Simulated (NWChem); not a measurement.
# H3S+ (SMILES [SH3+]) at 5 levels

Wanted: a comparison of 5 runs (HF/3-21G, HF/def2-SVP, B3LYP/6-31G*, PBE0/def2-SVP, MP2/aug-cc-pVDZ) of H3S+. 

Program for the calculation: NWChem 7.3.0.

### Step 1. Starting point

H3S+ has 4 atoms, charge +1, and is taken as a singlet. SMILES: `[SH3+]`. Geometry: relaxed at GFN2-xTB.

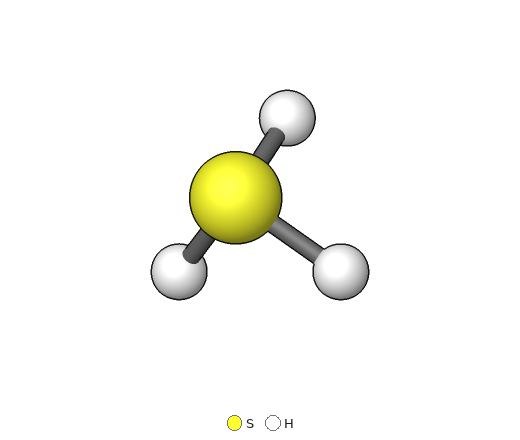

The structure, seen from a chosen angle (sulfur yellow, hydrogen white).

### Step 2. Energy and forces at HF/3-21G (run 1)

m1.xyz

```xyz
4

S      0.301620    -0.100910    -0.445950
H      0.848020     0.280920     0.734350
H     -0.494150    -1.037930     0.125030
H     -0.655500     0.857920    -0.413440
```

run.py

```python
from ase.io import read
from ase.calculators.nwchem import NWChem

system = read('m1.xyz')

calc = NWChem(
    label='m1',
    theory='scf',
    memory='2200 mb',
    basis='3-21G',
    basispar='spherical bse',
    charge=1,
    scf={'nopen': '0', 'rhf': None, 'thresh': '1e-08', 'maxiter': '80'},
)
system.calc = calc

forces = system.get_forces()
e = system.get_potential_energy()
print(f"E = {e:.6f} eV")
print("forces (eV/A):")
for s, f in zip(system.symbols, forces):
    print(f"{s:2s} {f[0]:10.5f} {f[1]:10.5f} {f[2]:10.5f}")
print("dipole (e A):", system.get_dipole_moment().round(4))
```

Run with:

```sh
$ export ASE_NWCHEM_COMMAND="nwchem PREFIX.nwi > PREFIX.nwo"
$ python run.py
```

Log:

```text
E = -10801.544896 eV
forces (eV/A):
S    -0.62092    0.20517    0.92585
H     0.47334   -0.00139   -0.14542
H     0.09899   -0.37034   -0.31445
H     0.04859    0.16661   -0.46599
dipole (e A): [-0.053   0.0177  0.0784]
```

The calculator wrote m1.nwi:

```
title "m1"

permanent_dir m1

scratch_dir m1

start m1

geometry units angstrom nocenter noautosym noautoz
  S  3.0162000000000000e-01 -1.0091000000000000e-01 -4.4595000000000001e-01
  H  8.4802000000000000e-01 2.8092000000000000e-01 7.3434999999999995e-01
  H  -4.9414999999999998e-01 -1.0379300000000000e+00 1.2503000000000000e-01
  H  -6.5549999999999997e-01 8.5792000000000002e-01 -4.1343999999999997e-01
end

charge 1

memory 2200 mb

basis spherical bse noprint
   * library 3-21G
end

scf
  nopen 0
  rhf
  thresh 1e-08
  maxiter 80
end

task scf gradient
```

m1.nwo, shortened:

```text
[...]
      One-electron energy =   -581.335868340080
[... 1 line left out ...]
 Nuclear repulsion energy =     19.543152220583
[... 27 lines left out ...]
                       ROHF Final Molecular Orbital Analysis
[... 167 lines left out ...]
     1   1 0 0     -0.100181      0.000000      8.549668
[...]
  wavefunction    =   RHF
                         RHF ENERGY GRADIENTS
    atom               coordinates                        gradient
                 x          y          z           x          y          z
   1 S       0.569979  -0.190692  -0.842723    0.012075  -0.003990  -0.018005
   2 H       1.602525   0.530862   1.387720   -0.009205   0.000027   0.002828
   3 H      -0.933808  -1.961403   0.236272   -0.001925   0.007202   0.006115
   4 H      -1.238715   1.621234  -0.781288   -0.000945  -0.003240   0.009062
[...]
```

It took 0.88 s on 1 thread of AMD EPYC 9R45 (Zen 5), shared host; peak memory 0.099 GiB.

### Step 3. Energy and gradient at HF/def2-SVP (run 2)

calc.xyz

```xyz
4

S      0.301620    -0.100910    -0.445950
H      0.848020     0.280920     0.734350
H     -0.494150    -1.037930     0.125030
H     -0.655500     0.857920    -0.413440
```

calc.nw

```
start calc
memory stack 880 mb heap 220 mb global 1100 mb
charge 1

geometry units angstrom noautosym nocenter noautoz
  load calc.xyz
end

basis "ao basis" spherical bse
  * library def2-SVP
end

scf
  thresh 1e-08
  maxiter 80
end

task scf gradient
```

Run with:

```sh
$ nwchem calc.nw > calc.out
```

Log:

```text
[...]
  functions       =    33
[...]
  wavefunction    = RHF
[...]
         Total SCF energy =   -398.846881645419
      One-electron energy =   -583.555016422173
      Two-electron energy =    165.164982556170
 Nuclear repulsion energy =     19.543152220583
        Time for solution =      0.3s
[...]
                         RHF ENERGY GRADIENTS
    atom               coordinates                        gradient
                 x          y          z           x          y          z
   1 S       0.569979  -0.190692  -0.842723    0.010951  -0.003607  -0.016371
   2 H       1.602525   0.530862   1.387720   -0.002399   0.001579   0.006260
   3 H      -0.933808  -1.961403   0.236272   -0.004224  -0.000194   0.005412
   4 H      -1.238715   1.621234  -0.781288   -0.004329   0.002221   0.004700
[...]
```

It took 0.9 s on 1 thread of AMD EPYC 9R45 (Zen 5), shared host; peak memory 0.099 GiB.

Runs 3 to 4 aren't shown in full; the table further down has their settings and results.

### Step 4. Energy and forces at MP2/aug-cc-pVDZ (run 5)

h3s.nw

```
echo
START h3s
memory 2200 mb
charge 1

GEOMETRY noautosym nocenter noautoz
  S        0.301620      -0.100910      -0.445950
  H        0.848020       0.280920       0.734350
  H       -0.494150      -1.037930       0.125030
  H       -0.655500       0.857920      -0.413440
END

BASIS "ao basis" spherical bse
  S library aug-cc-pVDZ
  H library aug-cc-pVDZ
END

SCF
  thresh 1e-08
  maxiter 80
END

MP2
  freeze core 5
  tight
END

TASK mp2 gradient
```

Run with:

```sh
$ nwchem h3s.nw > h3s.out
```

Log:

```text
[...]
  functions       =    54
[...]
  wavefunction    = RHF
[...]
         Total SCF energy =   -398.974947791950
      One-electron energy =   -583.798676836289
      Two-electron energy =    165.280576823755
 Nuclear repulsion energy =     19.543152220583
        Time for solution =      3.7s
[...]
          Total MP2 energy          -399.127664422833
[...]
                         mp2 ENERGY GRADIENTS
    atom               coordinates                        gradient
                 x          y          z           x          y          z
   1 S       0.569979  -0.190692  -0.842723   -0.002737   0.000973   0.003863
   2 H       1.602525   0.530862   1.387720   -0.002842  -0.001252  -0.003574
   3 H      -0.933808  -1.961403   0.236272    0.002416   0.003933  -0.001208
   4 H      -1.238715   1.621234  -0.781288    0.003163  -0.003654   0.000919
[...]
```

It took 9.9 s on 1 thread of AMD EPYC 9R45 (Zen 5), shared host; peak memory 0.12 GiB.

### Step 5. All runs side by side

| run | level | iteration cap | module | energy (Eh) | HOMO energy (eV) | LUMO energy (eV) | HOMO–LUMO gap (eV) | wall time |
| --- | --- | --- | --- | --- | --- | --- | --- | --- |
| 1 | HF/3-21G | 80 | scf | -396.949457 | -21.43 | -2.88 | 18.55 | 0.88 s |
| 2 | HF/def2-SVP | 80 | scf | -398.846882 | -21.51 | -2.65 | 18.86 | 0.9 s |
| 3 | B3LYP/6-31G* (spherical functions) | 100 | dft | -399.658558 | – | – | – | 2.5 s |
| 4 | PBE0/def2-SVP | 100 | dft | -399.400100 | -18.24 | -6.67 | 11.57 | 2.4 s |
| 5 | MP2/aug-cc-pVDZ | 80 | mp2 | -399.127664 | -21.46 | -3.81 | 17.65 | 9.9 s |

### Step 6. What came out

```
                                          quantity          value
                               run 5: total energy  -399.12766 Eh
        run 5: HOMO energy (Hartree–Fock orbitals)      -21.46 eV
        run 5: LUMO energy (Hartree–Fock orbitals)       -3.81 eV
      run 5: HOMO–LUMO gap (Hartree–Fock orbitals)       17.65 eV
run 5: correlation energy (5 core orbitals frozen)     -152.7 mEh
                   run 5: largest force on an atom     0.253 eV/Å
```

Over runs 1, 2, 4 the HOMO–LUMO gap runs from 11.57 eV (PBE0/def2-SVP) to 18.86 eV (HF/def2-SVP). Exact exchange widens orbital gaps. Totals of different functionals can't be ranked against each other. All runs together took 17 s, the longest 9.9 s.
